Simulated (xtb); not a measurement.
Frequency calculation, with input and output: CH$_{4}$AlFS (part 2 of 2)

CH$_{4}$AlFS; GFN2-xTB (xtb 6.7.1 later snapshot). The geometry was optimised with GFN2-xTB.

Geometry of the input (Å):
```
C  -0.1755  1.1512  -0.0290
Al 0.7350  -0.6078  -0.0614
F  2.3743  -0.7015  -0.2278
S  -0.3186  -2.5295  0.1180
H  -1.2611  1.0804  0.0536
H  0.1815  1.7551  0.8078
H  0.0527  1.7179  -0.9341
H  -1.4962  -1.9229  0.2170
```

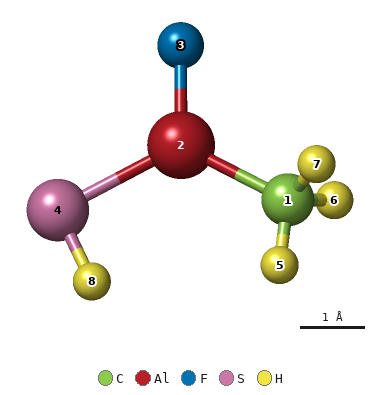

Figure 1. The structure (ball-and-stick view, seen at a tilt; atoms are numbered from 1 in the order of the input). Sticks mark near contacts.

### What the program printed, continued
```
         #    Occupation            Energy/Eh            Energy/eV
      -------------------------------------------------------------
         1        2.0000           -0.8034475             -21.8629
         2        2.0000           -0.7129097             -19.3993
         3        2.0000           -0.5945761             -16.1792
         4        2.0000           -0.5215597             -14.1924
         5        2.0000           -0.5061972             -13.7743
         6        2.0000           -0.5051740             -13.7465
         7        2.0000           -0.4986531             -13.5690
         8        2.0000           -0.4827379             -13.1360
         9        2.0000           -0.4825536             -13.1310
        10        2.0000           -0.4559510             -12.4071
        11        2.0000           -0.4023547             -10.9486
        12        2.0000           -0.3991003             -10.8601 (HOMO)
        13                         -0.2545464              -6.9266 (LUMO)
        14                         -0.1763953              -4.8000
        15                         -0.1610226              -4.3816
        16                         -0.1011183              -2.7516
        17                         -0.0742892              -2.0215
        18                         -0.0630384              -1.7154
        19                         -0.0590100              -1.6057
        20                          0.0045080               0.1227
        21                          0.0160209               0.4360
        22                          0.0699736               1.9041
        23                          0.0860746               2.3422
       ...                                ...                  ...
        30                          1.0609722              28.8705
      -------------------------------------------------------------
                  HL-Gap            0.1445538 Eh            3.9335 eV
             Fermi-level           -0.3268234 Eh           -8.8933 eV

     #   Z          covCN         q      C6AA      α(0)
     1   6          3.611    -0.215    25.374     7.273
     2  13          2.350     0.409   102.815    21.436
     3   9          0.672    -0.256    11.849     4.063
     4  16          1.762    -0.311   154.513    20.923
     5   1          0.924     0.061     2.190     2.314
     6   1          0.924     0.065     2.142     2.289
     7   1          0.924     0.065     2.139     2.287
     8   1          0.923     0.181     1.200     1.713

 Mol. C6AA /au·bohr⁶  :       1295.513401
 Mol. C8AA /au·bohr⁸  :      59088.236501
 Mol. α(0) /au        :         62.298408

Wiberg/Mayer (AO) data.
largest (>0.10) Wiberg bond orders for each atom

 ---------------------------------------------------------------------------
     #   Z sym  total        # sym  WBO       # sym  WBO       # sym  WBO
 ---------------------------------------------------------------------------
     1   6      3.951 --     2      1.017     5      0.936     7      0.929
                             6      0.929     4      0.108
     2  13      3.685 --     3      1.243     4      1.184     1      1.017
     3   9      1.314 --     2      1.243
     4  16      2.228 --     2      1.184     8      0.903     1      0.108
     5   1      0.996 --     1      0.936
     6   1      0.996 --     1      0.929
     7   1      0.996 --     1      0.929
     8   1      0.967 --     4      0.903
 ---------------------------------------------------------------------------

Topologies differ in total number of bonds
Writing topology from bond orders to xtbtopo.mol

molecular dipole:
                 x           y           z       tot (Debye)
 q only:       -0.950       0.780       0.070
   full:       -0.955       1.172       0.056       3.846
molecular quadrupole (traceless):
                xx          xy          yy          xz          yz          zz
 q only:       -0.875       2.685      -2.790       0.396      -0.055       3.665
  q+dip:        0.007       1.267      -4.227       0.413       0.163       4.220
   full:       -0.961       1.777      -5.768       0.762       0.254       6.728

           -------------------------------------------------
          |               Frequency Printout                |
           -------------------------------------------------
 projected vibrational frequencies (cm⁻¹)
eigval :       -0.00    -0.00     0.00     0.00     0.00     0.00
eigval :      -55.17   122.85   138.49   149.42   200.61   431.12
eigval :      523.81   589.85   616.93   659.26   802.16  1289.17
eigval :     1436.50  1447.97  2405.44  2958.02  2969.03  2972.15
 reduced masses (amu)
    1:     13.12    2:     13.56    3:      7.33    4:     10.92    5:      8.46    6:      3.79
    7:      1.03    8:      3.99    9:      7.45   10:      1.11   11:      4.87   12:      6.03
   13:      1.17   14:      1.26   15:      1.41   16:      4.51   17:     12.66   18:      1.21
   19:      1.06   20:      1.06   21:      1.04   22:      1.09   23:      1.09   24:      1.04
 IR intensities (km·mol⁻¹)
    1:      0.12    2:      0.12    3:      0.66    4:      0.05    5:      0.42    6:      2.62
    7:      0.00    8:      9.50    9:     28.39   10:     20.83   11:     41.28   12:     17.88
   13:      9.35   14:     83.64   15:      7.19   16:    180.35   17:    172.89   18:     23.89
   19:      3.51   20:      5.21   21:      0.05   22:      0.34   23:      0.62   24:      1.10
 Raman intensities (Ä⁴*amu⁻¹)
    1:      0.24    2:      0.08    3:      0.46    4:      0.02    5:      0.73    6:      1.11
    7:      0.04    8:      1.83    9:      0.82   10:      5.21   11:      2.06   12:     32.67
   13:      7.38   14:      4.41   15:      2.58   16:      4.74   17:      0.90   18:      0.46
   19:      2.34   20:      3.24   21:     90.54   22:     62.15   23:    106.95   24:    144.01
 output can be read by thermo (or use thermo option).
 writing <g98.out> molden fake output.
 recommended (thermochemical) frequency scaling factor: 1.0
           -------------------------------------------------
          |             Thermodynamic Functions             |
Molecule has the following symmetry elements: (sigma)
It seems to be the Cs point group
           -------------------------------------------------

cs  symmetry found (for desy threshold:  0.10E+00) used in thermo

          ...................................................
          :                      SETUP                      :
          :.................................................:
          :  # frequencies                          17      :
          :  # imaginary freq.                       1      :
          :  linear?                             false      :
          :  only rotor calc.                    false      :
          :  symmetry                               cs      :
          :  rotational number                       1      :
          :  scaling factor                  1.0000000      :
          :  rotor cutoff                   50.0000000 cm⁻¹ :
          :  imag. cutoff                  -20.0000000 cm⁻¹ :
          :.................................................:

    mode    ω/cm⁻¹     T·S(HO)/kcal·mol⁻¹    T·S(FR)/kcal·mol⁻¹   T·S(vib)
   ------------------------------------------------------------------------
       1    122.85    -0.91086 ( 97.33%)    -0.79002 (  2.67%)    -0.90763
       2    138.49    -0.84216 ( 98.33%)    -0.75454 (  1.67%)    -0.84070
       3    149.42    -0.79894 ( 98.76%)    -0.73206 (  1.24%)    -0.79811
       4    200.61    -0.63430 ( 99.62%)    -0.64482 (  0.38%)    -0.63434
   ------------------------------------------------------------------------

   temp. (K)  partition function   enthalpy   heat capacity  entropy
                                   cal/mol     cal/K/mol   cal/K/mol   J/K/mol
 298.15  VIB   21.4                 2256.278     14.078     13.636
         ROT  0.154E+06              888.727      2.981     26.721
         INT  0.330E+07             3145.005     17.058     40.358
         TR   0.279E+26             1481.212      4.968     39.536
         TOT                        4626.2175    22.0264    79.8939   334.2761

       T/K    H(0)-H(T)+PV         H(T)/Eh          T*S/Eh         G(T)/Eh
   ------------------------------------------------------------------------
    298.15    0.737235E-02    0.522814E-01    0.379602E-01    0.143212E-01
   ------------------------------------------------------------------------

         :::::::::::::::::::::::::::::::::::::::::::::::::::::
         ::                  THERMODYNAMIC                  ::
         :::::::::::::::::::::::::::::::::::::::::::::::::::::
         :: total free energy         -13.320701396327 Eh   ::
         ::.................................................::
         :: total energy              -13.335022576344 Eh   ::
         :: zero point energy           0.044909010358 Eh   ::
         :: G(RRHO) w/o ZPVE           -0.030587830341 Eh   ::
         :: G(RRHO) contrib.            0.014321180017 Eh   ::
         :::::::::::::::::::::::::::::::::::::::::::::::::::::
imag cut-off (cm-1) :    5.00
 found            1  significant imaginary frequency
 writing imag mode distorted coords to xtbhess.xyz
 for further optimization.

           -------------------------------------------------
          | TOTAL ENERGY              -13.335022576344 Eh   |
          | TOTAL ENTHALPY            -13.282741219063 Eh   |
          | TOTAL FREE ENERGY         -13.320701396327 Eh   |
          | GRADIENT NORM               0.000052657736 Eh/α |
          | HOMO-LUMO GAP               3.933509797562 eV   |
           -------------------------------------------------

------------------------------------------------------------------------
------------------------------------------------------------------------
 total:
 *  cpu-time:     0 d,  0 h,  0 min,  0.925 sec
 * ratio c/w:     1.000 speedup
 SCF:
 *  cpu-time:     0 d,  0 h,  0 min,  0.004 sec
 * ratio c/w:     1.000 speedup
 analytical hessian:
 *  cpu-time:     0 d,  0 h,  0 min,  0.915 sec
 * ratio c/w:     1.000 speedup
```

### File vibspectrum
```
$vibrational spectrum
#  mode     symmetry     wave number   IR intensity   Raman activity   Raman scatt. cross-section   selection rules
#                           (cm⁻¹)      (km*mol⁻¹)      (Å⁴*amu⁻¹)             (Å²*sr⁻¹)              IR     RAMAN
     1                      -0.00         0.00000         0.00000             0.00000E+00              -       -
     2                      -0.00         0.00000         0.00000             0.00000E+00              -       -
     3                       0.00         0.00000         0.00000             0.00000E+00              -       -
     4                       0.00         0.00000         0.00000             0.00000E+00              -       -
     5                       0.00         0.00000         0.00000             0.00000E+00              -       -
     6                       0.00         0.00000         0.00000             0.00000E+00              -       -
     7        a            -55.17         0.00010         0.04468             0.22366E-14             NO      YES
     8        a            122.85         9.50415         1.83123             0.27068E-13             YES     YES
     9        a            138.49        28.38541         0.82363             0.98769E-14             YES     YES
    10        a            149.42        20.83079         5.20862             0.54804E-13             YES     YES
    11        a            200.61        41.28344         2.05562             0.13203E-13             YES     YES
    12        a            431.12        17.87893        32.67022             0.65940E-13             YES     YES
    13        a            523.81         9.35276         7.37535             0.11427E-13             YES     YES
    14        a            589.85        83.64228         4.41375             0.58499E-14             YES     YES
    15        a            616.93         7.19309         2.58078             0.32272E-14             YES     YES
    16        a            659.26       180.35162         4.73957             0.54425E-14             YES     YES
    17        a            802.16       172.88848         0.90332             0.80937E-15             YES     YES
    18        a           1289.17        23.89290         0.45728             0.22498E-15             YES     YES
    19        a           1436.50         3.51088         2.33538             0.99707E-15             YES     YES
    20        a           1447.97         5.20905         3.24188             0.13696E-14             YES     YES
    21        a           2405.44         0.05197        90.53757             0.18482E-13             YES     YES
    22        a           2958.02         0.33921        62.14869             0.90416E-14             YES     YES
    23        a           2969.03         0.61677       106.94739             0.15460E-13             YES     YES
    24        a           2972.15         1.09599       144.01084             0.20780E-13             YES     YES
$end
```

### Standard error
```
normal termination of xtb
```

### Results in brief

| quantity | value |
| --- | --- |
| outcome | converged |
| electrons treated | 24 |
| total energy | −13.335023 hartree |
| dispersion energy | −0.003549 hartree |
| basis functions | 32 |
| HOMO | −10.86 eV |
| LUMO | −6.93 eV |
| zero-point energy | 0.044909 hartree |
| dipole moment | 3.85 D |
| wavenumbers, lowest and highest | 55i and 2972 cm⁻¹ |
| hardware | 1 thread of Arm Neoverse V2, 24 GiB of memory available, shared host |
| wall time | 0.94 s |
| peak memory | 0.073 GiB |
